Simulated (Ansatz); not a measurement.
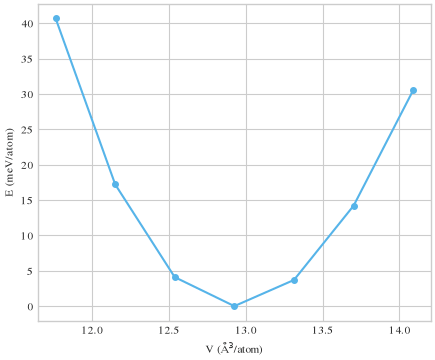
Fig. 1. BeS in space group P6_422 (No. 181; Be on 3c, S on 3d) under volume change, DFT-PBE+D3(BJ) in the program Ansatz with PAW potentials, shape and atoms relaxed at each volume.

**Question.** What does a third-order Birch–Murnaghan fit give for V₀, B₀ and B′?

**Answer.** V₀ = 12.93 Å³/atom, B₀ = 107 GPa, B′ = 3.8.

The start of the workflow was typed in or built on a structure type; neither database checked (COD, Materials Project) lists it. COD files the formula under space group No. 216, so this cell is another polymorph or a model. Whether it is the stable phase at ambient conditions was not checked. The PBE+D3(BJ) relaxation kept the symmetry of its start; its stability against distortions is not shown here.

Potentials: the later of the program's two PAW sets.
